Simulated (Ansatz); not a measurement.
C₂H₂Ge (SMILES [CH]1=[Ge]=[CH]1)

The calculation's input:

```
basis:
  gaussian: {orbitals: def2-TZVPD}
crystal:
  periodic: [false, false, false]
  atoms:
    - symbol: C
      position_ang: [-0.332527, 0.371499, 0.470917]
    - symbol: C
      position_ang: [0.371357, -0.695235, 0.090882]
    - symbol: Ge
      position_ang: [1.453951, 0.461023, 1.189475]
    - symbol: H
      position_ang: [0.179215, -1.577952, -0.511773]
    - symbol: H
      position_ang: [-1.344567, 0.731334, 0.310930]
hamiltonian: {xc: pbe0}
output: {forces: true, orbitals: {seedname: orbitals}}
```

Run with:

```sh
ansatz run input.yaml --threads 2 --pin off --max-ram 4350MiB --events-out events.jsonl --progress --plain --runs-dir runs
```

Geometry: r2SCAN-D4/def2-TZVP.

These are results of isolated molecule in a Gaussian basis; Kohn-Sham density functional theory, functional PBE0 in Ansatz, not measurements.

Predict the electron density and electron localisation function between the atoms.

C–C (1.33 Å): the density is about 2.3 e/Å³ at the midpoint; the ELF peaks at about 0.90 between the atoms (a short, multiple covalent bond).
C–Ge (1.93 Å): the density is about 0.79 e/Å³ at the midpoint; the ELF peaks at about 0.75 in the valence shell of C, 0.7 Å from its nucleus, and is about 0.40 at the midpoint.
C–H (1.09 Å): ρ at the midpoint is about 2 e/Å³; the ELF climbs to about 1 towards the hydrogen, as it does in any bond to H: an ordinary covalent bond to hydrogen.

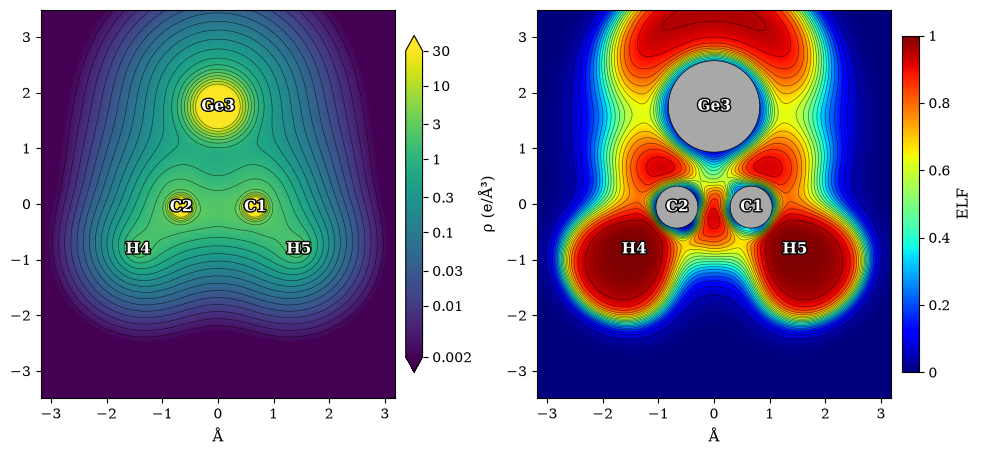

Computed electron density and electron localisation function on the molecular plane, in this order. Grey discs cover the atomic cores in the ELF map. 
